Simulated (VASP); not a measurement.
Band structure of MoAs (relaxed from the wurtzite structure, space group P6_3mc). These are PBEsol GGA, VASP's PBE PAW potentials (set 64) (plane waves; VASP) values and carry that method's errors.

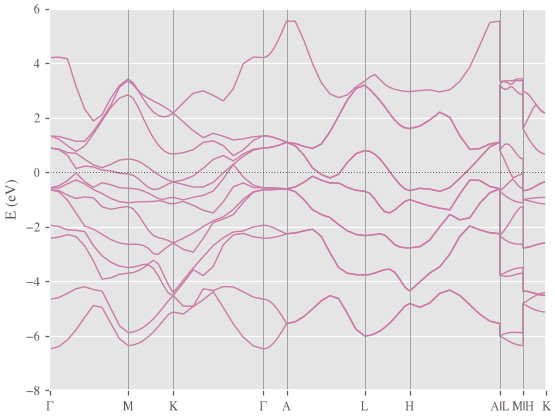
Figure: Bands along high-symmetry lines, zero at the valence-band maximum or, without a gap, the Fermi level

Read the plot: is there a gap, and where are the band edges?

It has no gap at this level: it comes out as a metal or semimetal. (Edges off the drawn lines would not show.)

The structure was generated: MoAs was put into the wurtzite type (P6_3mc), which need not be its known phase. It was relaxed first, which changed the volume by -46 %.
